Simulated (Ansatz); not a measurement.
# Geometry relaxation of CH$_{6}$AlN

System: CH$_{6}$AlN.
Method: RKS PBE-D4/def2-SVP (Ansatz 0.2.0).

The input holds or restrains some coordinates. It belongs to a series of runs on one base structure; here: pulled along the bonds that form and break, towards end A. Figures and captions count atoms from 1; the log counts them from 0 in places.

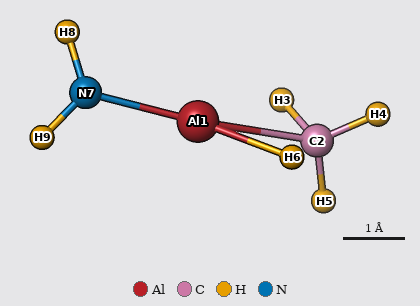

Figure 1. The structure as given in the input (ball-and-stick view, seen at a tilt; atoms are numbered from 1 in the order of the input). Sticks mark near contacts. Bond lengths as drawn: Al–C 2.17 Å, Al–H 1.76 Å, Al–N 1.92 Å, C–H 1.11 Å and H–N 1.06 Å.

**Input**
```yaml
crystal:
  periodic: [false, false, false]
  atoms:
    - { symbol: Al, position_ang: [0.0, 0.0, 0.0] }
    - { symbol: C, position_ang: [1.4047, 0.0, 1.654] }
    - { symbol: H, position_ang: [0.4051, -0.3092, 2.0245] }
    - { symbol: H, position_ang: [2.1723, -0.7111, 2.0245] }
    - { symbol: H, position_ang: [1.6368, 1.0203, 2.0245] }
    - { symbol: H, position_ang: [1.7519, 0.0, 0.1685] }
    - { symbol: "N", position_ang: [-1.6627, 0.0, -0.96] }
    - { symbol: H, position_ang: [-2.3316, -0.8164, -0.8614] }
    - { symbol: H, position_ang: [-1.9118, 0.8164, -1.5886] }
basis:
  gaussian: { orbitals: def2-SVP }
hamiltonian:
  xc: pbe
  dispersion: d4
relax:
  f_tol: 0.15
  max_steps: 25
  restrain:
    - { distance: [1, 5], at: 2.31, k: 30.0 }
    - { distance: [0, 1], at: 1.97, k: 30.0 }
    - { distance: [0, 5], at: 1.56, k: 30.0 }
output:
  orbitals: {}
```

Hardware: 1 thread of Intel Xeon (Sapphire Rapids), 32 GiB of memory available, shared host.

Launch command:
```bash
ansatz run input.yaml --threads 1 --pin off --max-ram 2048MiB --backend cpu --events-out ev --progress --plain --runs-dir out
```

**The program's output**
```
The last accepted step is kept in [file] (removed where the run ends without a failure and the disk answers)
Engine: ansatz 0.2.0, x86_64-unknown-linux-gnu
Functional definition: PBE
  parameter kappa = 0.804
  parameter beta = 0.06672455060314922
  exchange = pbe_x(kappa = kappa, mu = beta*pi^2/3)
  correlation = pbe_c(beta = beta)
871 factors; their error is unknown
mean field evaluation 1: about -9188.6636 eV, gradient 8.5e1 eV
mean field evaluation 2: about -9120.8066 eV, gradient 1.5e2 eV
mean field evaluation 4: about -9202.5086 eV, gradient 3.3e1 eV
mean field evaluation 8: about -9206.4082 eV, gradient 9.2e-1 eV
mean field evaluation 16: about -9206.3690 eV, gradient 3.7e-3 eV
mean field -9206.36901526 eV, -338.3278210097 hartree, gradient 3.9e-5 eV, S^2 0.000000; 0 other end points of the search recorded, 0 dependent functions left out
the calculation of the forces begins
reference -9206.36905582 eV, -338.3278225002 hartree; 16, 16 occupied and 60, 60 virtual orbitals, 871 factors
relax step   1: F+E_penalty+E_count = -9206.47885289 eV  Δ(F+E_penalty+E_count) = +0.000e0 eV  max|allowed force component| = 3.435e0 eV/Å  E_restraint = 10.43067699 eV  max|allowed force component, restraints' pulls added| = 2.119e1 eV/Å  Δτ_max = 0.0000 Å  (35 SCF iters, accepted)
  distance C 1 - H 5 = 1.5255 Å
  distance Al 0 - C 1 = 2.1700 Å
  distance Al 0 - H 5 = 1.7600 Å
these checks for a lower state are left out or cut short: starts, cluster_reference, orbital_swaps, neighbouring_geometries, increment
871 factors; their error is unknown
mean field evaluation 32: about -9206.2606 eV, gradient 1.2e-5 eV
mean field -9206.26058885 eV, -338.3238364128 hartree, gradient 2.6e-5 eV, S^2 0.000000; 0 other end points of the search recorded, 0 dependent functions left out
[... from here on the field's lines of each further geometry are left out, up to the last ...]
relax step   2: F+E_penalty+E_count = -9206.37120052 eV  Δ(F+E_penalty+E_count) = +1.077e-1 eV  max|allowed force component| = 2.244e0 eV/Å  E_restraint = 4.38939154 eV  max|allowed force component, restraints' pulls added| = 1.576e1 eV/Å  Δτ_max = 0.1949 Å  (42 SCF iters, accepted)
relax step   3: F+E_penalty+E_count = -9207.38916319 eV  Δ(F+E_penalty+E_count) = -1.018e0 eV  max|allowed force component| = 3.343e0 eV/Å  E_restraint = 1.02211112 eV  max|allowed force component, restraints' pulls added| = 8.938e0 eV/Å  Δτ_max = 0.1949 Å  (38 SCF iters, accepted)
relax step   4: F+E_penalty+E_count = -9208.74261872 eV  Δ(F+E_penalty+E_count) = -1.353e0 eV  max|allowed force component| = 2.320e0 eV/Å  E_restraint = 0.09100287 eV  max|allowed force component, restraints' pulls added| = 2.461e0 eV/Å  Δτ_max = 0.1949 Å  (28 SCF iters, accepted)
relax step   5: F+E_penalty+E_count = -9209.99462223 eV  Δ(F+E_penalty+E_count) = -1.252e0 eV  max|allowed force component| = 1.860e0 eV/Å  E_restraint = 0.14202727 eV  max|allowed force component, restraints' pulls added| = 2.703e0 eV/Å  Δτ_max = 0.1949 Å  (28 SCF iters, accepted)
relax step   6: F+E_penalty+E_count = -9210.30088049 eV  Δ(F+E_penalty+E_count) = -3.063e-1 eV  max|allowed force component| = 4.098e0 eV/Å  E_restraint = 0.13632825 eV  max|allowed force component, restraints' pulls added| = 3.234e0 eV/Å  Δτ_max = 0.1949 Å  (27 SCF iters, accepted)
relax step   7: F+E_penalty+E_count = -9210.69834880 eV  Δ(F+E_penalty+E_count) = -3.975e-1 eV  max|allowed force component| = 1.640e0 eV/Å  E_restraint = 0.20000730 eV  max|allowed force component, restraints' pulls added| = 1.832e0 eV/Å  Δτ_max = 0.1949 Å  (33 SCF iters, accepted)
relax step   8: F+E_penalty+E_count = -9210.76158205 eV  Δ(F+E_penalty+E_count) = -6.323e-2 eV  max|allowed force component| = 1.566e0 eV/Å  E_restraint = 0.13856830 eV  max|allowed force component, restraints' pulls added| = 9.737e-1 eV/Å  Δτ_max = 0.1995 Å  (26 SCF iters, accepted)
relax step   9: F+E_penalty+E_count = -9210.75431783 eV  Δ(F+E_penalty+E_count) = +7.264e-3 eV  max|allowed force component| = 1.621e0 eV/Å  E_restraint = 0.07519530 eV  max|allowed force component, restraints' pulls added| = 2.860e-1 eV/Å  Δτ_max = 0.1996 Å  (26 SCF iters, accepted)
the calculation of the forces begins
reference -9210.62934940 eV, -338.4843854018 hartree; 16, 16 occupied and 60, 60 virtual orbitals, 871 factors
relax step  10: F+E_penalty+E_count = -9210.74762616 eV  Δ(F+E_penalty+E_count) = +6.692e-3 eV  max|allowed force component| = 1.631e0 eV/Å  E_restraint = 0.06376579 eV  max|allowed force component, restraints' pulls added| = 6.310e-2 eV/Å  Δτ_max = 0.0534 Å  (26 SCF iters, accepted)
  distance C 1 - H 5 = 2.3706 Å
  distance Al 0 - C 1 = 1.9463 Å
  distance Al 0 - H 5 = 1.5556 Å
871 factors; their error is unknown
mean field evaluation 96: about -9149.8851 eV, gradient 1.4e2 eV
```

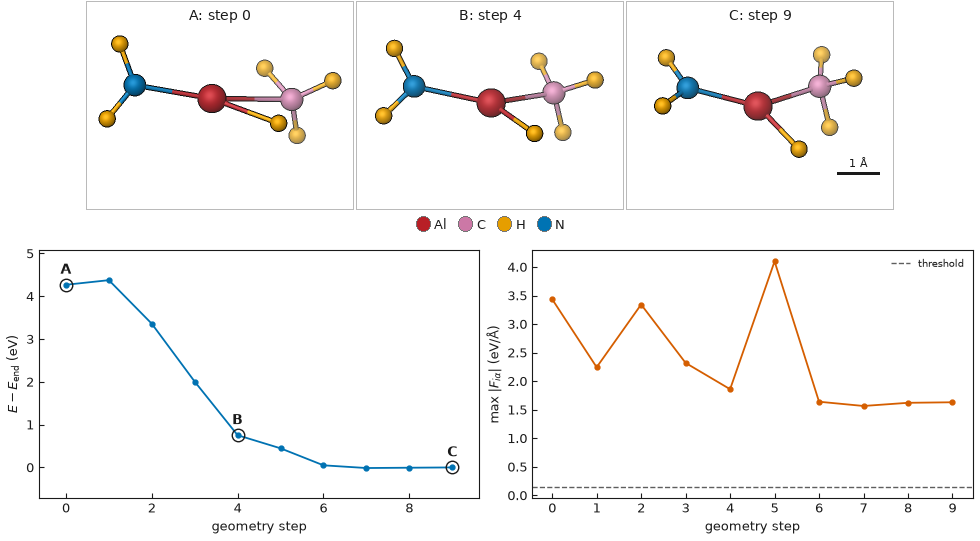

Figure 2. Frames of the restrained relaxation (ball-and-stick view, seen at a tilt) above the curves, on which the letters mark them (the first geometry is step 0 here and step 1 in the log).

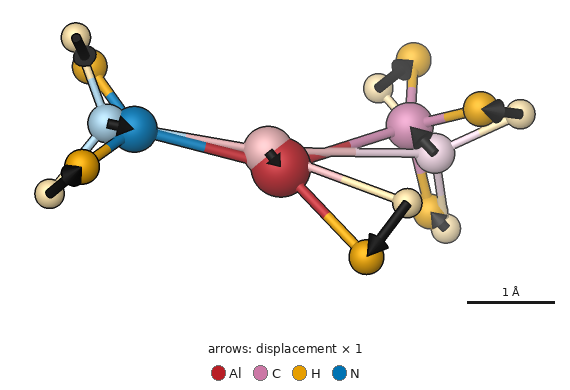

Figure 3. Start (faint) and end (solid) with the displacements as black arrows, at true length (ball-and-stick view, seen at a tilt). The two geometries are laid on each other by the best rigid fit. H6 moves most after the best rigid fit: 0.81 Å. By element the largest moves are H 0.81 Å, C 0.46 Å, N 0.32 Å, Al 0.23 Å. Distances before and after: Al1–C2 2.170 → 1.946 Å, Al1–H6 1.760 → 1.556 Å, Al1–N7 1.920 → 1.779 Å, N7–H8 1.060 → 1.022 Å. Among the angles that change: Al1–C2–H3 70.8° → 129.1°, C2–Al1–H6 44.2° → 84.4°, Al1–C2–H4 134.6° → 103.0°. Over 9 geometry steps the energy falls by 4.269 eV. The largest force component goes from 3.4 to 1.6 eV/Å. (Atoms are counted from 1 in the order of the input.)

```
mean field -9210.62931129 eV, -338.4843840010 hartree, gradient 2.3e-5 eV, S^2 0.000000; 1 other end points of the search recorded, 0 dependent functions left out
the calculation of the forces begins
reference -9210.62934940 eV, -338.4843854018 hartree; 16, 16 occupied and 60, 60 virtual orbitals, 871 factors
Total energy: -9210.74766427 eV, -338.4887333930 hartree
Atom 0 at     0.202090     0.103584    -0.002698 Å, force     0.407980    -0.083138     0.596853 eV/Å
Atom 1 at     0.977009    -0.116175     1.769104 Å, force    -0.787117    -0.320667     1.035692 eV/Å
Atom 2 at     0.481578    -0.408372     2.719361 Å, force     0.005008    -0.011838    -0.020846 eV/Å
Atom 3 at     1.827111    -0.809486     1.586397 Å, force    -0.023080    -0.009985    -0.016104 eV/Å
Atom 4 at     1.445243     0.882767     1.917057 Å, force     0.005777    -0.006166     0.022216 eV/Å
Atom 5 at     1.649646     0.489134    -0.421970 Å, force     0.391146     0.431288    -1.630619 eV/Å
Atom 6 at    -1.361097    -0.019704    -0.842643 Å, force    -0.001078     0.001745     0.003221 eV/Å
Atom 7 at    -2.243290    -0.290487    -0.402482 Å, force    -0.009158    -0.004380     0.002193 eV/Å
Atom 8 at    -1.513589     0.168739    -1.836126 Å, force     0.010522     0.003139     0.007393 eV/Å
Dipole moment:    -0.450350    -0.054034    -0.156116 e Å
```

**Trajectory as extended XYZ (Å, eV, eV/Å), 10 frames, from step=1 to step=10**
```
9
Properties=species:S:1:pos:R:3:forces:R:3 step=1 energy=-9206.47885
Al    0.0000    0.0000    0.0000   -2.0501   0.3145  -3.1993
C     1.4047    0.0000    1.6540    3.4354   0.2446  -0.2493
H     0.4051   -0.3092    2.0245   -0.6872  -0.3235  -0.4231
H     2.1723   -0.7111    2.0245   -0.0709  -0.1740   0.5106
H     1.6368    1.0203    2.0245   -0.1258   0.1622   0.0551
H     1.7519    0.0000    0.1685   -1.2166  -0.0288   2.2996
N    -1.6627    0.0000   -0.9600    0.7233  -0.3569   0.7577
H    -2.3316   -0.8164   -0.8614    0.2009   1.2707  -0.4307
H    -1.9118    0.8164   -1.5886   -0.2089  -1.1088   0.6794
9
Properties=species:S:1:pos:R:3:forces:R:3 step=2 energy=-9206.37120
Al    0.0642    0.0058    0.0202    1.1029   0.5123  -2.2442
C     1.3675    0.0011    1.7574    0.4164   0.1227  -0.1756
H     0.3697   -0.3206    2.0345   -1.3452  -0.5008   1.7175
H     2.1688   -0.7156    2.0423   -0.4885  -0.1182  -0.0405
H     1.6318    1.0329    2.0370   -0.3638   0.2125   0.2432
H     1.7363   -0.0005   -0.0257   -0.9808   0.1033  -1.4808
N    -1.6376   -0.0032   -0.9412    1.0530  -0.4200   1.2895
H    -2.3257   -0.7988   -0.8641    0.3585   1.1656  -0.1348
H    -1.9103    0.7989   -1.5744    0.2475  -1.0773   0.8256
9
Properties=species:S:1:pos:R:3:forces:R:3 step=3 energy=-9207.38916
Al    0.1600    0.0158    0.0377    0.4385   0.1031  -1.4418
C     1.2907    0.0014    1.8319    0.3598  -0.0734  -0.2766
H     0.3331   -0.3312    2.0916   -1.7458  -0.5853   3.3429
H     2.1526   -0.7179    2.0317   -1.0904   0.3804  -0.7448
H     1.6188    1.0388    2.0421   -0.6172  -0.0107   0.1928
H     1.7338    0.0031   -0.2206   -0.0815   0.2006  -2.9433
N    -1.6085   -0.0079   -0.9105    1.6361   0.1591   0.9642
H    -2.3170   -0.7811   -0.8614    0.6632   0.9889   0.0828
H    -1.8988    0.7790   -1.5565    0.4373  -1.1627   0.8237
9
Properties=species:S:1:pos:R:3:forces:R:3 step=4 energy=-9208.74262
Al    0.2261    0.0087    0.0597   -0.0839   0.0808  -1.3296
C     1.2296   -0.0037    1.8384   -1.4011  -0.2583  -0.2275
H     0.2737   -0.3529    2.2452    0.1947   0.1470   2.3196
H     2.1046   -0.6932    1.9820   -0.7458  -0.0027  -0.4993
H     1.5957    1.0308    2.0419   -0.6995  -0.1380   0.2316
H     1.7423    0.0141   -0.4150   -0.0680   0.1949  -2.3087
N    -1.5508   -0.0039   -0.8828    1.5727   0.0266   0.9564
H    -2.2809   -0.7499   -0.8485    0.6652   0.6357   0.2537
H    -1.8756    0.7499   -1.5348    0.5656  -0.6860   0.6037
9
Properties=species:S:1:pos:R:3:forces:R:3 step=5 energy=-9209.99462
Al    0.2552    0.0109   -0.0001   -0.3742  -0.0550  -0.6214
C     1.1234   -0.0195    1.7759   -0.4291  -0.1972   0.2958
H     0.3226   -0.3254    2.4319   -0.3460  -0.0864   1.6012
H     2.0137   -0.7006    1.9178   -0.6566   0.1671  -0.5086
H     1.5067    0.9981    2.0418   -0.3868  -0.1120  -0.0898
H     1.7225    0.0415   -0.5542    0.1732   0.2581  -1.8596
N    -1.4653   -0.0050   -0.8393    1.1172  -0.0024   0.6643
H    -2.2125   -0.7187   -0.7915    0.4504   0.2647   0.3405
H    -1.8016    0.7188   -1.4962    0.4519  -0.2369   0.1775
9
Properties=species:S:1:pos:R:3:forces:R:3 step=6 energy=-9210.30088
Al    0.2494    0.0113   -0.0648    0.8527  -0.1106   0.9174
C     1.0657   -0.0468    1.7154   -4.0983  -0.1089   2.7738
H     0.2967   -0.3467    2.6239    1.7552   0.6504  -1.5724
H     1.9072   -0.6964    1.7860    1.1828  -1.0736  -0.1216
H     1.4362    0.9671    1.9639   -0.0357   0.2388  -0.0919
H     1.6932    0.1229   -0.5983    0.5506   0.3614  -1.7931
N    -1.3760    0.0009   -0.7754   -0.6251   0.0910  -0.4170
H    -2.1425   -0.6734   -0.6530    0.2018   0.2179   0.2623
H    -1.6652    0.6610   -1.5118    0.2160  -0.2665   0.0426
9
Properties=species:S:1:pos:R:3:forces:R:3 step=7 energy=-9210.69835
Al    0.2441    0.0237   -0.0516    0.5922  -0.1236   0.9681
C     0.9960   -0.0791    1.7505   -0.7613  -0.4645   1.0068
H     0.4035   -0.3546    2.6488    0.0410  -0.0349   0.0783
H     1.8965   -0.7432    1.7111   -0.2334   0.1869  -0.0831
H     1.3754    0.9519    1.9391    0.0537  -0.0018  -0.1344
H     1.6964    0.2214   -0.5505    0.4699   0.4009  -1.6401
N    -1.3700    0.0087   -0.7854   -0.6587   0.1356  -0.6785
H    -2.1849   -0.5723   -0.5269    0.3551   0.4055   0.0313
H    -1.5922    0.5435   -1.6491    0.1415  -0.5042   0.4515
9
Properties=species:S:1:pos:R:3:forces:R:3 step=8 energy=-9210.76158
Al    0.1859    0.0427    0.0138    0.4516  -0.0386   0.5939
C     0.9852   -0.0986    1.7852   -0.5864  -0.3930   1.1010
H     0.5043   -0.3721    2.7511    0.0120  -0.0045  -0.0922
H     1.8675   -0.7671    1.6298   -0.1866   0.0838  -0.0017
H     1.4231    0.9198    1.9135   -0.0417  -0.0325  -0.0638
H     1.6204    0.3392   -0.4906    0.4445   0.4164  -1.5657
N    -1.3728   -0.0105   -0.8396   -0.1677  -0.0340  -0.0339
H    -2.2350   -0.4572   -0.5088    0.0827   0.1976  -0.0472
H    -1.5139    0.4039   -1.7683   -0.0082  -0.1952   0.1096
9
Properties=species:S:1:pos:R:3:forces:R:3 step=9 energy=-9210.75432
Al    0.2028    0.0991    0.0004    0.4262  -0.0506   0.6242
C     0.9806   -0.1116    1.7717   -0.7730  -0.5202   0.9002
H     0.4658   -0.3778    2.7182    0.0360   0.0547   0.0343
H     1.8034   -0.8456    1.6081   -0.0469   0.0637  -0.0188
H     1.4812    0.8741    1.8786    0.0092   0.0235   0.1198
H     1.6415    0.5215   -0.4216    0.3546   0.4242  -1.6214
N    -1.3616   -0.0318   -0.8343   -0.0092   0.0086  -0.0134
H    -2.2443   -0.3384   -0.4180    0.0299   0.0180  -0.0019
H    -1.5047    0.2105   -1.8171   -0.0268  -0.0218  -0.0231
9
Properties=species:S:1:pos:R:3:forces:R:3 step=10 energy=-9210.74763
Al    0.2021    0.1036   -0.0027    0.4080  -0.0831   0.5969
C     0.9770   -0.1162    1.7691   -0.7871  -0.3207   1.0357
H     0.4816   -0.4084    2.7194    0.0050  -0.0118  -0.0208
H     1.8271   -0.8095    1.5864   -0.0231  -0.0100  -0.0161
H     1.4452    0.8828    1.9171    0.0058  -0.0062   0.0222
H     1.6496    0.4891   -0.4220    0.3911   0.4313  -1.6306
N    -1.3611   -0.0197   -0.8426   -0.0011   0.0017   0.0032
H    -2.2433   -0.2905   -0.4025   -0.0092  -0.0044   0.0022
H    -1.5136    0.1687   -1.8361    0.0105   0.0031   0.0074
```

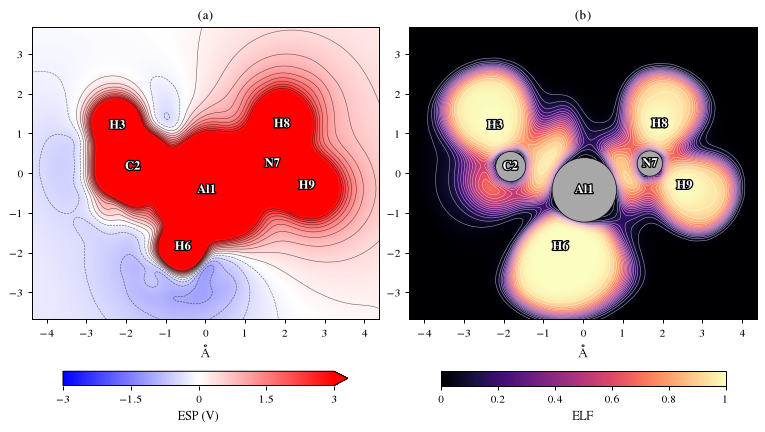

Figure 4. (a) molecular electrostatic potential; (b) ELF on the plane of atoms H6, Al1 and N7. Grey discs, where drawn, cover atomic cores. The section cuts through Al, C, H and N sites. Al–N (1.78 Å): the ELF peaks at about 0.90 in the valence shell of N, 0.7 Å from its nucleus, and is about 0.60 at the midpoint. C–Al (1.95 Å): the ELF peaks at about 0.95 between the atoms, which marks a polar covalent bond. Al–H (1.56 Å): the ELF climbs to about 1 towards the hydrogen.

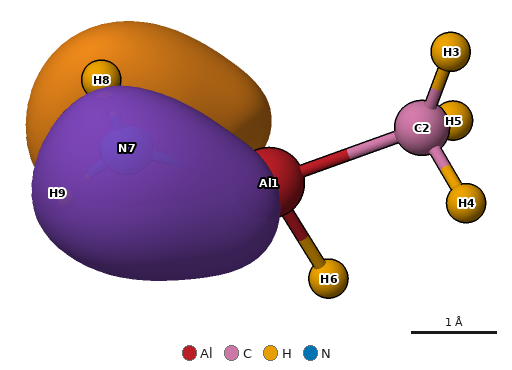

Figure 5. The HOMO−1 at ±0.1 Å⁻³ᐟ² (orange and purple are the two phases), seen at a tilt. Its energy is −6.10 eV.

**Key numbers**

- outcome: converged under the restraints of the input
- total energy: −9210.7477 eV
- mean-field energy: −9210.6293 eV
- largest force (length of the vector) at the end, held atoms and coordinates included: 1.731 eV/Å
- wall time: 17 s
- peak memory: 0.17 GiB
